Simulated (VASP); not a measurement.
Band structure of BaTe (rock salt). These are RPBE GGA, VASP's PBE PAW potentials (set 64) (plane waves; VASP 6.6.1) values and carry that method's errors.

Unless said otherwise, spin-orbit coupling is left out, though it shifts the bands of the heavy elements here.

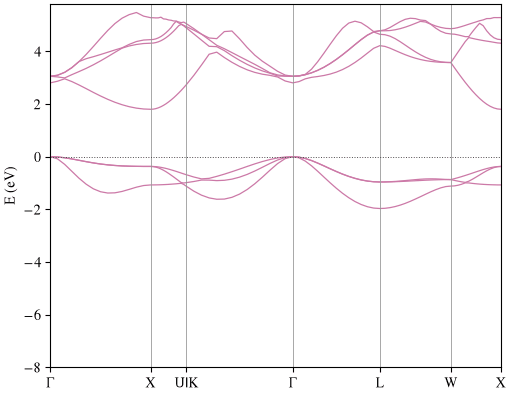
Figure. Bands along high-symmetry lines, zero at the valence-band maximum or, without a gap, the Fermi level

Q: Read the plot: is there a gap, and where are the band edges?

A: The gap is indirect, 1.80 eV, from the valence maximum at Γ to the conduction minimum at X. (Edges off the drawn lines would not show.)

The compound is BaTe in the rock salt structure. It was relaxed first, which changed the volume by +8 %.
